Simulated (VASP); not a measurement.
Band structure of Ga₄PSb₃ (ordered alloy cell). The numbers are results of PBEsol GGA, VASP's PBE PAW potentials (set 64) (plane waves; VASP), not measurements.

Unless said otherwise, spin-orbit coupling is left out, though it shifts the bands of the heavy elements here.

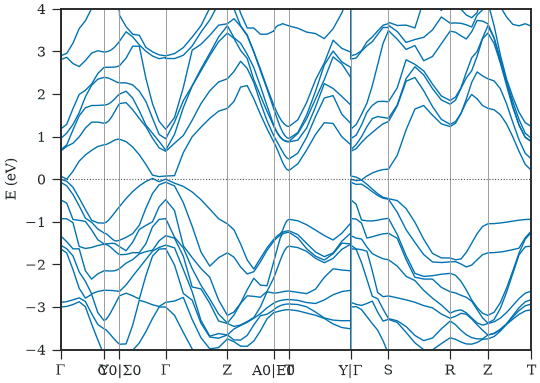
Bands along high-symmetry lines, zero at the valence-band maximum or, without a gap, the Fermi level

Read the plot: is there a gap, and where are the band edges?

It has no gap at this level: it comes out as a metal or semimetal. (Edges off the drawn lines would not show.)

The structure was generated: Ga4PSb3 was put into an ordered model structure (Amm2), which need not be its known phase. It was relaxed first.
